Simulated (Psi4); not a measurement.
# MgN2H4 (SMILES [NH2][Mg][NH2]): a first try and a second

Wanted: a single-point energy of MgN2H4, HF/aug-cc-pV(T+d)Z (density fitting).

Program for the calculation: Psi4 1.11.

2 further runs of the same task are left out: 2 set aside as unsound or not needed.

## 1. The structure to begin with

MgN2H4: 7 atoms, total charge 0, spin state singlet. As SMILES, `[NH2][Mg][NH2]`. The shape is that of a PBE0-D4/def2-TZVP optimisation.

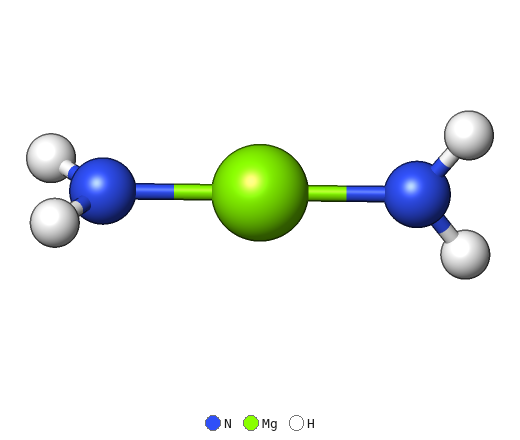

Viewed from a chosen angle; nitrogen blue, magnesium green, hydrogen white.

## 2. Try one

run.py

```python
import psi4

psi4.set_memory(1600000000)
psi4.set_num_threads(1)
psi4.core.set_output_file('h4mgn2.out', False)

molecule = psi4.geometry("""
0 1
N     -1.567200    -0.033600    -1.042200
Mg     0.008800    -0.009600    -0.006700
N      1.584700     0.014200     1.029100
H     -2.312000    -0.711700    -0.984600
H     -1.824400     0.629300    -1.757900
H      2.457500    -0.438600     0.803100
H      1.713700     0.482100     1.913500
symmetry c3v
""")

e_tot = psi4.energy('hf/aug-cc-pV(T+d)Z', molecule=molecule)
print(f'total energy {e_tot:.8f} hartree = {e_tot * 27.211386:.5f} eV')
for k, v in sorted(psi4.core.scalar_variables().items()):
    print(f'{k:45s} {v:18.10f}')
```

Command:

```sh
$ python run.py
```

stdout:

```text
RuntimeError:
Fatal Error: PointGroup: Unknown point group name provided.
```

Run time: 1.2 s. Hardware: 1 thread of Intel Xeon Platinum 8223CL at 3.00GHz (Skylake/Cascade Lake), shared host; peak memory 0.13 GiB.

## 3. Reading the log

The job broke off with an error.

The log says `Fatal Error: PointGroup: Unknown point group name provided.`. The fault: the input holds a word that the program doesn't know. To mend it: no symmetry line in place of c3v.

## 4. Try two

calc.py

```python
import psi4

psi4.set_memory('1600 MB')
psi4.set_num_threads(1)
psi4.set_output_file('run.log', False)

m = psi4.geometry("""
N     -1.567200    -0.033600    -1.042200
Mg     0.008800    -0.009600    -0.006700
N      1.584700     0.014200     1.029100
H     -2.312000    -0.711700    -0.984600
H     -1.824400     0.629300    -1.757900
H      2.457500    -0.438600     0.803100
H      1.713700     0.482100     1.913500
""")

energy_value = psi4.energy('hf/aug-cc-pV(T+d)Z', molecule=m)
print('E =', round(energy_value, 9))
```

Command:

```sh
$ python calc.py
```

run.log:

```text
[...]
  Running in c1 symmetry.
[...]
  Nuclear repulsion =   82.815358304489862
[...]
  Multiplicity = 1
[...]
  Nalpha       = 15
  Nbeta        = 15
[...]
    Number of basis functions: 239
[...]
   @DF-RHF iter   1:  -310.57985253774757   -1.05279e+00   3.71485e-03 ADIIS/DIIS
[...]
   @DF-RHF iter   7:  -310.92616848713345   -3.63092e-07   5.12031e-07 DIIS
[...]
    Orbital Energies [Eh]
    ---------------------
    Doubly Occupied:
       1A    -48.988176     2A    -15.486156     3A    -15.486147
       4A     -3.734681     5A     -2.256689     6A     -2.256683
       7A     -2.253173     8A     -1.057029     9A     -1.053447
      10A     -0.589226    11A     -0.589219    12A     -0.505661
      13A     -0.473566    14A     -0.351933    15A     -0.351890
[...]
  @DF-RHF Final Energy:  -310.92616848713345
   => Energetics <=
    Nuclear Repulsion Energy =             82.8153583044898625
    One-Electron Energy =                -596.6157664226154793
    Two-Electron Energy =                 202.8742396309921503
    Total Energy =                       -310.9261684871333955
[...]
 Multipole Moments:
 ------------------------------------------------------------------------------------
     Multipole            Electronic (a.u.)      Nuclear  (a.u.)        Total (a.u.)
 ------------------------------------------------------------------------------------
 L = 1.  Multiply by 2.5417464519 to convert [e a0] to [Debye]
 Dipole X            :          0.0002468           -0.0002537           -0.0000069
 Dipole Y            :          0.0004430           -0.0002465            0.0001966
 Dipole Z            :         -0.0007155            0.0005002           -0.0002153
 Magnitude           :                                                    0.0002916
[...]
```

Standard output:

```text
E = -310.926168487
```

It took 6 s on 1 thread of Intel Xeon Platinum 8223CL at 3.00GHz (Skylake/Cascade Lake), shared host; peak memory 0.59 GiB.

## 5. Results

At HF/aug-cc-pV(T+d)Z (density fitting):

```
     quantity          value
 total energy  -310.92617 Eh
dipole moment         0.00 D
  HOMO energy       -9.58 eV
  LUMO energy        0.33 eV
HOMO–LUMO gap        9.91 eV
```
